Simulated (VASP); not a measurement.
# From one sheet to two: 1T-PtS2 monolayer, part 2 of 6

What are the lattice, gap and band positions of 1T-PtS2 monolayer, and what does a second sheet change?

VASP 6.6.1, plane waves and PAW; the level of theory is named at each step.

So far. Step 2 (Relaxing the monolayer): The run ended after 5 ionic steps, 0.061 eV below its first step, once forces and stress met EDIFFG = -0.015.

## Step 3: A second relaxation

Level of this step: optB86b-vdW; plane waves and PAW (Pt, S) (VASP).

The plane waves were chosen for the start cell, so the relaxation is repeated from its end.

Contents of INCAR:

```
SYSTEM = PtS2
PREC = Normal
ENCUT = 350
EDIFF = 1E-06
NELM = 120
ISMEAR = 0
SIGMA = 0.03
LREAL = .FALSE.
ALGO = Normal
GGA = MK
AGGAC = 0
LUSE_VDW = .TRUE.
PARAM1 = 0.1234
PARAM2 = 1
LASPH = .TRUE.
NBANDS = 17
LORBIT = 11
LWAVE = .FALSE.
LCHARG = .FALSE.
KPAR = 4
IBRION = 2
NSW = 30
ISIF = 3
EDIFFG = -0.015
POTIM = 0.4
IDIPOL = 3
LDIPOL = .TRUE.
DIPOL = 0.5 0.5 0.5
LATTICE_CONSTRAINTS = .TRUE. .TRUE. .FALSE.
```

Contents of POSCAR:

```
PtS2
1.0
    3.5376312987      0.0000000000      0.0000000000
   -1.7688156493      3.0636785739      0.0000000000
    0.0000000000      0.0000000000     22.0000000000
Pt S
1 2
Direct
    0.0000000000      0.0000000000      0.5000000000
    0.3333333333      0.6666666667      0.4431445006
    0.6666666667      0.3333333333      0.5568554994
```

Contents of KPOINTS:

```
Automatic mesh
0
Gamma
12 12 1
0 0 0
```

Potentials, in the order of the species: Pt and S (PBE family, release 64).

Started as:

```
$ mpirun -np 4 vasp_std
```

What it wrote:

```text
[banner, memory and clock lines left out]
running    4 mpi-ranks, on    1 nodes
 distrk:  each k-point on    1 cores,    4 groups
 distr:  one band on    1 cores,    1 groups

 POSCAR found type information on POSCAR PtS
 POSCAR found :  2 types and       3 ions
 [... a notice as in an earlier step ...]

 [... a notice as in an earlier step ...]

 LDA part: xc-table for (Slater+PW92), standard interpolation
 POSCAR, INCAR and KPOINTS ok, starting setup
 FFT: planning ... GRIDC
 FFT: planning ... GRID_SOFT
 FFT: planning ... GRID
 WAVECAR not read
 entering main loop
       N       E                     dE             d eps       ncg     rms          rms(c)
DAV:   1     0.154027721785E+03    0.15403E+03   -0.63719E+03   646   0.706E+02
DAV:   2     0.354897236411E+01   -0.15048E+03   -0.14172E+03   968   0.160E+02
DAV:   3    -0.110757466688E+02   -0.14625E+02   -0.14518E+02   831   0.633E+01
DAV:   4    -0.113111313242E+02   -0.23538E+00   -0.23511E+00   855   0.948E+00
DAV:   5    -0.113171987784E+02   -0.60675E-02   -0.60666E-02   897   0.144E+00    0.172E+01
DAV:   6    -0.102186929284E+02    0.10985E+01   -0.73983E+00   794   0.252E+01    0.112E+01
DAV:   7    -0.100365411337E+02    0.18215E+00   -0.20199E+00   737   0.140E+01    0.453E+00
DAV:   8    -0.998061481256E+01    0.55926E-01   -0.14310E-01   810   0.369E+00    0.100E+00
DAV:   9    -0.997588823727E+01    0.47266E-02   -0.31202E-02   877   0.153E+00    0.262E-01
DAV:  10    -0.997619434239E+01   -0.30611E-03   -0.20547E-03   786   0.311E-01    0.274E-01
DAV:  11    -0.997618535398E+01    0.89884E-05   -0.51363E-05   821   0.587E-02    0.266E-01
DAV:  12    -0.997879066909E+01   -0.26053E-02   -0.83168E-03   776   0.440E-01    0.124E+00
DAV:  13    -0.997738348703E+01    0.14072E-02   -0.24314E-02   799   0.738E-01    0.808E-01
DAV:  14    -0.997660420476E+01    0.77928E-03   -0.19130E-03   755   0.236E-01    0.269E-01
DAV:  15    -0.997658127820E+01    0.22927E-04   -0.80396E-05   817   0.486E-02    0.181E-01
DAV:  16    -0.997660942480E+01   -0.28147E-04   -0.13863E-04   747   0.573E-02    0.367E-02
DAV:  17    -0.997666488848E+01   -0.55464E-04   -0.22068E-05   856   0.235E-02    0.112E-02
DAV:  18    -0.997669405674E+01   -0.29168E-04   -0.29173E-06   692   0.718E-03    0.104E-02
DAV:  19    -0.997676468613E+01   -0.70629E-04   -0.19440E-05   747   0.137E-02    0.157E-02
DAV:  20    -0.997679781126E+01   -0.33125E-04   -0.92369E-06   750   0.930E-03    0.470E-03
DAV:  21    -0.997680799752E+01   -0.10186E-04   -0.21927E-06   684   0.578E-03    0.531E-03
DAV:  22    -0.997681199474E+01   -0.39972E-05   -0.37269E-07   633   0.234E-03    0.320E-03
DAV:  23    -0.997681356165E+01   -0.15669E-05   -0.20958E-07   651   0.214E-03    0.166E-03
DAV:  24    -0.997681416968E+01   -0.60803E-06   -0.24062E-08   670   0.761E-04
   1 F= -.99768142E+01 E0= -.99768142E+01  d E =-.997681E+01
 curvature:   0.00 expect dE= 0.000E+00 dE for cont linesearch  0.000E+00
 trial: gam= 0.00000 g(F)=  0.249E-07 g(S)=  0.303E-05 ort = 0.000E+00 (trialstep = 0.100E+01)
 search vector abs. value=  0.306E-05
 reached required accuracy - stopping structural energy minimisation
```

Run time: 48 s. Hardware: 4 MPI ranks of Intel Xeon Platinum 8488C (Sapphire Rapids), shared host; peak memory 1.5 GiB.

From OUTCAR (step 3):

```text
  LATTYP: Found a hexagonal cell.
 ALAT       =     3.5376312987
 C/A-ratio  =     6.2188504517

The static configuration has the point symmetry D_3d.

 Found     19 irreducible k-points:

   ENCUT  =  350.0 eV  25.72 Ry    5.07 a.u.   5.40  5.40 33.56*2*pi/ulx,y,z

   NELECT =      22.0000    total number of electrons

 E-fermi :  -3.5099

 k-point     1 :       0.0000    0.0000    0.0000
  band No.  band energies     occupation
    ...
      7      -6.5210      2.00000
      8      -4.5152      2.00000
      9      -4.3951      2.00000
     10      -3.8691      2.00000
     11      -3.8691      2.00000
     12      -0.4422      0.00000
     13      -0.4422      0.00000
     14       1.4297      0.00000
     15       1.8013      0.00000
     16       2.4944      0.00000
    ...

 k-point     2 :       0.0833   -0.0000    0.0000
  band No.  band energies     occupation
    ...
      7      -6.5915      2.00000
      8      -4.8736      2.00000
      9      -4.2608      2.00000
     10      -3.8259      2.00000
     11      -3.7334      2.00000
     12      -0.8666      0.00000
     13      -0.5577      0.00000
     14       1.6144      0.00000
     15       1.9211      0.00000
     16       2.6249      0.00000
    ...

Total vdW correction in eV:      3.5428193

  Total        0.0108571      0.0108571     -0.0890107      0.0000000      0.0000000     -0.0000000
  in kB        0.0729532      0.0729532     -0.5981010      0.0000000      0.0000000     -0.0000000
  external PRESSURE =      -0.1507315 kB  Pullay stress =       0.0000000 kB

  energy-cutoff  :      350.00
  volume of cell :      238.44
      direct lattice vectors                 reciprocal lattice vectors
     3.537631299  0.000000000  0.000000000     0.282675021  0.163202499  0.000000000
    -1.768815649  3.063678574  0.000000000     0.000000000  0.326404998  0.000000000
     0.000000000  0.000000000 22.000000000     0.000000000  0.000000000  0.045454545

 POSITION                                       TOTAL-FORCE (eV/Angst)
 -----------------------------------------------------------------------------------
      0.00000      0.00000     11.00000         0.000000      0.000000      0.000000
     -0.00000      2.04245      9.74918         0.000000      0.000000      0.000568
      1.76882      1.02123     12.25082        -0.000000      0.000000     -0.000568
 -----------------------------------------------------------------------------------
    total drift:                               -0.000000      0.000000      0.000000

  FREE ENERGIE OF THE ION-ELECTRON SYSTEM (eV)
  ---------------------------------------------------
  free  energy   TOTEN  =        -9.9768141697 eV

  energy  without entropy=       -9.9768141697  energy(sigma->0) =       -9.97681417

Total vdW correction in eV:      3.5428243

 vacuum level on the upper side and lower side of the slab         2.032         2.032

 total charge
# of ion       s       p       d       tot
------------------------------------------
    1        0.688   0.768   7.972   9.429
    2        1.361   2.273   0.000   3.634
    3        1.361   2.273   0.000   3.634
--------------------------------------------------
tot          3.410   5.315   7.972  16.697

[... 5 parts as in an earlier step ...]

[... 7 further parts left out ...]
```

Little changed from the start: no atom moved by 0.005 Å and no cell edge by 0.1 %.

This step gave:

```yaml
electronic_cycles: 24
free_energy_toten: -9.977 eV
fermi_energy: -3.510 eV
```

The start already met the threshold, so nothing moved.

## Step 4: Vacuum level and density of states

A static run writes the electrostatic potential without exchange and correlation (LVHAR), which is flat in the vacuum and gives the level to count from. The dipole correction cancels the field that unlike faces would set up across the vacuum.

Contents of INCAR:

```
SYSTEM = PtS2
PREC = Normal
ENCUT = 350
EDIFF = 1E-06
NELM = 120
ISMEAR = 0
SIGMA = 0.03
LREAL = .FALSE.
ALGO = Fast
GGA = MK
AGGAC = 0
LUSE_VDW = .TRUE.
PARAM1 = 0.1234
PARAM2 = 1
LASPH = .TRUE.
NBANDS = 17
LORBIT = 11
LWAVE = .FALSE.
LCHARG = .TRUE.
IDIPOL = 3
LDIPOL = .TRUE.
DIPOL = 0.5 0.5 0.5
LVHAR = .TRUE.
LVACPOTAV = .TRUE.
NEDOS = 1500
LELF = .TRUE.
```

POSCAR is that of step 3.

KPOINTS is that of step 3.

Contents of KPOINTS_OPT:

```
Line mode
14
Line-mode
Reciprocal
  0.00000000   0.00000000   0.00000000 GAMMA
  0.50000000   0.00000000   0.00000000 M

  0.50000000   0.00000000   0.00000000 M
  0.33333333   0.33333333   0.00000000 K

  0.33333333   0.33333333   0.00000000 K
  0.00000000   0.00000000   0.00000000 GAMMA
```

Started as:

```
$ mpirun -np 4 vasp_std
```

What it wrote:

```text
[banner, memory and clock lines left out]
running    4 mpi-ranks, on    1 nodes
 distrk:  each k-point on    4 cores,    1 groups
 distr:  one band on    1 cores,    4 groups

 POSCAR found type information on POSCAR PtS
 POSCAR found :  2 types and       3 ions
 [... a notice as in an earlier step ...]

 [... a notice as in an earlier step ...]

 LDA part: xc-table for (Slater+PW92), standard interpolation
|                                                                             |
|           W    W    AA    RRRRR   N    N  II  N    N   GGGG   !!!           |
|           W    W   A  A   R    R  NN   N  II  NN   N  G    G  !!!           |
|           W    W  A    A  R    R  N N  N  II  N N  N  G       !!!           |
|           W WW W  AAAAAA  RRRRR   N  N N  II  N  N N  G  GGG   !            |
|           WW  WW  A    A  R   R   N   NN  II  N   NN  G    G                |
|           W    W  A    A  R    R  N    N  II  N    N   GGGG   !!!           |
|                                                                             |
|     The number of bands has been changed from the values supplied in        |
|     The orbitals not found in the WAVECAR file will be initialized with     |
|     random numbers, which is usually adequate. For correlated               |
|     calculations, however, you should redo the groundstate calculation.     |
|     I found NBANDS = 17. Now, NBANDS = 20.                                  |
|                                                                             |

 POSCAR, INCAR and KPOINTS ok, starting setup
 FFT: planning ... GRIDC
 FFT: planning ... GRID_SOFT
 FFT: planning ... GRID
 WAVECAR not read
 entering main loop
       N       E                     dE             d eps       ncg     rms          rms(c)
DAV:   1     0.145839045906E+03    0.14584E+03   -0.60998E+03   768   0.591E+02
DAV:   2     0.346427230912E+01   -0.14237E+03   -0.13176E+03  1044   0.146E+02
DAV:   3    -0.110228324486E+02   -0.14487E+02   -0.14338E+02   960   0.545E+01
DAV:   4    -0.113115744481E+02   -0.28874E+00   -0.28834E+00  1000   0.884E+00
DAV:   5    -0.113172123172E+02   -0.56379E-02   -0.56373E-02  1076   0.122E+00    0.172E+01
RMM:   6    -0.102018952779E+02    0.11153E+01   -0.61954E+00   824   0.121E+01    0.106E+01
RMM:   7    -0.100212582253E+02    0.18064E+00   -0.86920E-01   788   0.519E+00    0.439E+00
RMM:   8    -0.997408085980E+01    0.47177E-01   -0.93050E-02   858   0.180E+00    0.548E-01
RMM:   9    -0.997609346131E+01   -0.20126E-02   -0.35864E-02   923   0.879E-01    0.183E-01
RMM:  10    -0.997627319285E+01   -0.17973E-03   -0.41758E-03   983   0.386E-01    0.147E-01
RMM:  11    -0.997658224168E+01   -0.30905E-03   -0.14581E-03  1075   0.188E-01    0.112E-01
RMM:  12    -0.997661857217E+01   -0.36330E-04   -0.43937E-04   997   0.110E-01    0.574E-02
RMM:  13    -0.997664665143E+01   -0.28079E-04   -0.37341E-05  1020   0.350E-02    0.441E-02
RMM:  14    -0.997666010764E+01   -0.13456E-04   -0.10413E-05  1016   0.185E-02    0.236E-02
RMM:  15    -0.997670485645E+01   -0.44749E-04   -0.12781E-05  1014   0.157E-02    0.122E-02
RMM:  16    -0.997673009503E+01   -0.25239E-04   -0.49320E-06   855   0.861E-03    0.107E-02
RMM:  17    -0.997678757284E+01   -0.57478E-04   -0.12847E-05   912   0.105E-02    0.127E-02
RMM:  18    -0.997680322664E+01   -0.15654E-04   -0.40669E-06   879   0.591E-03    0.651E-03
RMM:  19    -0.997681009538E+01   -0.68687E-05   -0.12492E-06   844   0.364E-03    0.849E-04
RMM:  20    -0.997681331882E+01   -0.32234E-05   -0.69188E-07   770   0.225E-03    0.416E-04
RMM:  21    -0.997681382782E+01   -0.50900E-06   -0.10187E-07   600   0.121E-03
|                                                                             |
|           W    W    AA    RRRRR   N    N  II  N    N   GGGG   !!!           |
|           W    W   A  A   R    R  NN   N  II  NN   N  G    G  !!!           |
|           W    W  A    A  R    R  N N  N  II  N N  N  G       !!!           |
|           W WW W  AAAAAA  RRRRR   N  N N  II  N  N N  G  GGG   !            |
|           WW  WW  A    A  R   R   N   NN  II  N   NN  G    G                |
|           W    W  A    A  R    R  N    N  II  N    N   GGGG   !!!           |
|                                                                             |
|     Did not find any points to average over, which means that no vacuum     |
|     field-free region was found. Please increase the size of  your cell     |
|     in the dimension of the dipole correction to obtain accurate            |
|     workfunction values.                                                    |
|                                                                             |

   1 F= -.99768138E+01 E0= -.99768138E+01  d E =-.392463E-11
 Start KPOINTS_OPT (optional k-point list driver)
k-point batch [1-19\42]
       N       E                     dE             ncg
DAV:   1    -0.573563616377E+03   -0.76105E+04      776
DAV:   2    -0.322006509318E+04   -0.26465E+04     1004
DAV:   3    -0.347941532405E+04   -0.25935E+03      968
DAV:   4    -0.348400038381E+04   -0.45851E+01      984
DAV:   5    -0.348408773653E+04   -0.87353E-01     1080
DAV:   6    -0.348409017385E+04   -0.24373E-02     1012
DAV:   7    -0.348409027686E+04   -0.10301E-03     1116
DAV:   8    -0.348409028234E+04   -0.54839E-05      880
DAV:   9    -0.348409028257E+04   -0.23199E-06      636
[...]
k-point batch [39-42\42]
       N       E                     dE             ncg
DAV:   1     0.764148551470E+04   -0.31279E+03      168
DAV:   2     0.715255090074E+04   -0.48893E+03      208
DAV:   3     0.709344919703E+04   -0.59102E+02      212
DAV:   4     0.709246324209E+04   -0.98595E+00      208
DAV:   5     0.709244121628E+04   -0.22026E-01      220
DAV:   6     0.709244098773E+04   -0.22855E-03      216
DAV:   7     0.709244097999E+04   -0.77381E-05      228
DAV:   8     0.709244097993E+04   -0.64132E-07      168
```

Elapsed: 22 s, on 4 MPI ranks; peak memory 0.95 GiB; 83 s of CPU time.

OUTCAR, selected parts (step 4):

```text
The static configuration has the point symmetry D_3d.

 Found     19 irreducible k-points:

   k-points           NKPTS =     19   k-points in BZ     NKDIM =     19   number of bands    NBANDS=     20

   NELECT =      22.0000    total number of electrons

 E-fermi :  -3.5450

 k-point     1 :       0.0000    0.0000    0.0000
  band No.  band energies     occupation
    ...
      7      -6.5211      2.00000
      8      -4.5153      2.00000
      9      -4.3952      2.00000
     10      -3.8692      2.00000
     11      -3.8692      2.00000
     12      -0.4423      0.00000
     13      -0.4423      0.00000
     14       1.4315      0.00000
     15       1.8047      0.00000
     16       2.4936      0.00000
    ...

 k-point     2 :       0.0833   -0.0000    0.0000
  band No.  band energies     occupation
    ...
      7      -6.5917      2.00000
      8      -4.8737      2.00000
      9      -4.2609      2.00000
     10      -3.8260      2.00000
     11      -3.7335      2.00000
     12      -0.8667      0.00000
     13      -0.5578      0.00000
     14       1.6165      0.00000
     15       1.9247      0.00000
     16       2.6236      0.00000
    ...

Total vdW correction in eV:      3.5428276

  Total        0.0119055      0.0119055     -0.0874924      0.0000000      0.0000000     -0.0000000
  in kB        0.0799982      0.0799982     -0.5878984      0.0000000      0.0000000     -0.0000000
  external PRESSURE =      -0.1426340 kB  Pullay stress =       0.0000000 kB

 POSITION                                       TOTAL-FORCE (eV/Angst)
 -----------------------------------------------------------------------------------
      0.00000      0.00000     11.00000         0.000000      0.000000      0.000000
     -0.00000      2.04245      9.74918        -0.000000      0.000000      0.000381
      1.76882      1.02123     12.25082         0.000000     -0.000000     -0.000381
 -----------------------------------------------------------------------------------
    total drift:                               -0.000000      0.000000      0.000000

  FREE ENERGIE OF THE ION-ELECTRON SYSTEM (eV)
  ---------------------------------------------------
  free  energy   TOTEN  =        -9.9768138278 eV

  energy  without entropy=       -9.9768138278  energy(sigma->0) =       -9.97681383

Total vdW correction in eV:      3.5428251

 vacuum level on the upper side and lower side of the slab         2.831         2.831

[... 9 parts as in an earlier step ...]

[... 5 further parts left out ...]
```

This step gave:

```yaml
electronic_cycles: 21
fermi_energy: -3.545 eV
least_gap_on_mesh_and_path: 1.788 eV
least_direct_gap_on_mesh_and_path: 1.911 eV
vacuum_levels: 2.831, 2.831 eV
ionisation_potentials_of_the_upper_and_lower_face: 6.507, 6.507 eV
electron_affinities_of_the_upper_and_lower_face: 4.719, 4.719 eV
```

Electronic bands along the path, in eV, zero at the valence-band top; v1 is the highest filled band, c1 the lowest empty one:

```
point     v4     v3     v2     v1    c1    c2    c3    c4
    Γ  -0.84  -0.72  -0.19  -0.19  3.23  3.23  5.10  5.47
    M  -2.10  -1.89  -1.66  -1.42  2.88  3.01  5.49  6.76
    K  -2.42  -2.27  -0.67  -0.67  2.17  2.17  6.83  8.88
    Γ  -0.84  -0.72  -0.19  -0.19  3.23  3.23  5.10  5.47
```

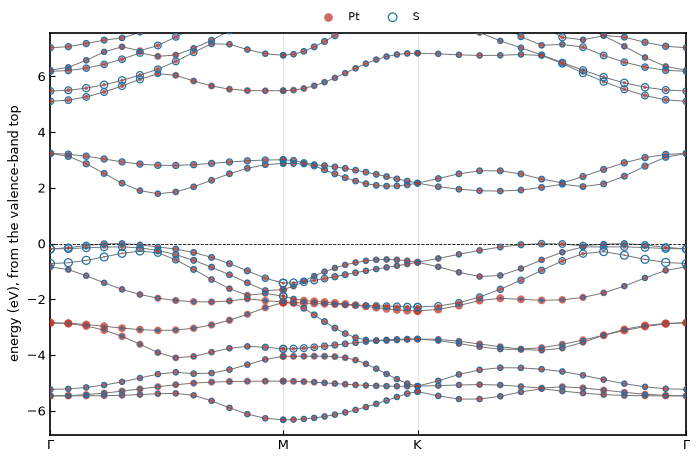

Electronic bands along the path; dots are coloured as in the legend, and their area grows with the weight.

Zero at the Fermi level. Table of planar average of the electrostatic potential by height:

```
height (Å)  planar average of the electrostatic potential (eV)
         0                                                6.38
         2                                                6.38
         4                                                6.38
         6                                                6.38
         8                                                6.16
        10                                               -10.3
        12                                               -10.3
        14                                                6.16
        16                                                6.38
        18                                                6.38
        20                                                6.38
```

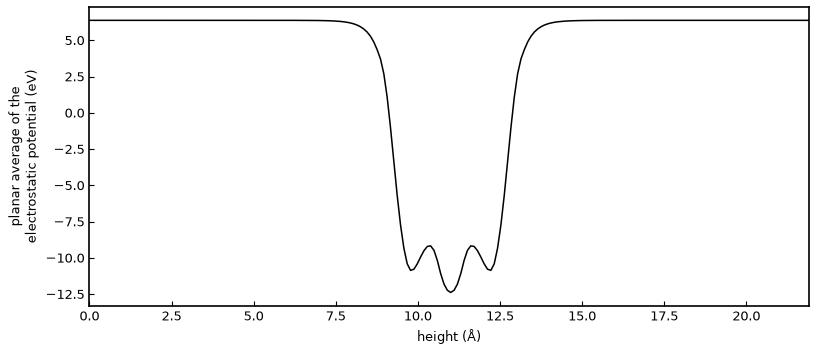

Planar average of the electrostatic potential against height.

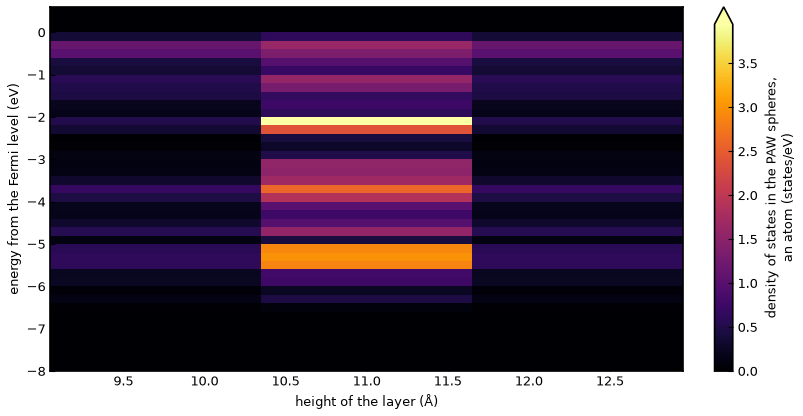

Density of states in the PAW spheres, an atom over height of the layer and energy from the Fermi level.

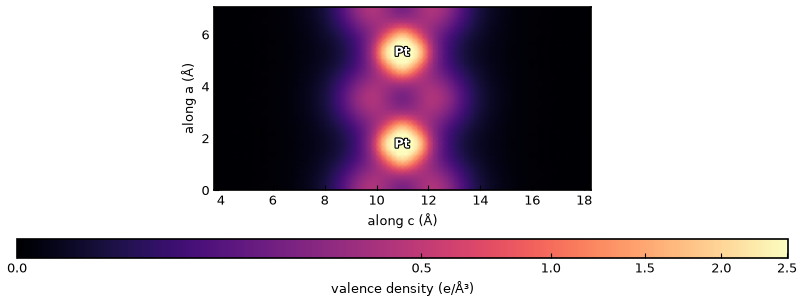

Valence density in the ca plane at fractional y = 0.000, with atoms of Pt within 0.2 Å of it. It is the smooth field of the valence electrons, not physical close to the nuclei. The map starts off the cell's origin, so that atoms lie inside it. The colour scale is stretched toward low values. The far vacuum is left out of the map.

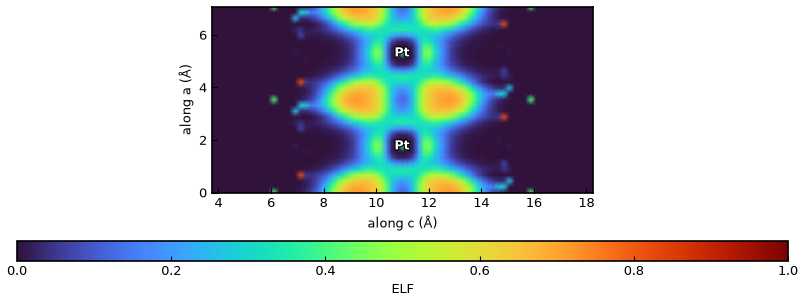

ELF in the ca plane at fractional y = 0.000, with atoms of Pt within 0.2 Å of it. It is the smooth field of the valence electrons, not physical close to the nuclei. The map starts off the cell's origin, so that atoms lie inside it. The far vacuum is left out of the map.

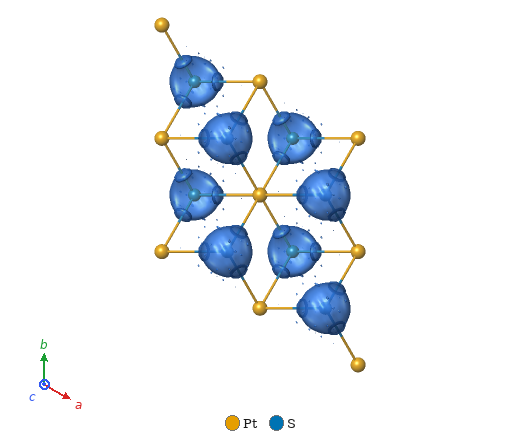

Surface of ELF = 0.85. 2×2×1 cells are drawn.

The map of layer states is cut here 0.5 eV above the Fermi level, so it leaves out the states above that.

The vacuum level lies 6.51 eV above the highest filled level at the upper face; both faces agree, as the slab has next to no dipole.

The program found no field-free point at its default tolerance, but its printed level agrees with the flat part of the planar average.

(Part 2 of 6 ends here.)

[Lines on the potential files, build, host, timing and source positions are cut from VASP's logs without a mark.]

[Logs are printed without paths, hosts, clocks, repeated set-up lines and the standing remarks that a program may print on its own settings, such as how far it seeks lower states.]

[Hosts, paths, dates, database ids (printed as entryN), source tags and the programs' standing remarks are cut or masked in the printed files.]

[Runs that stopped without an error message from VASP are left out.]
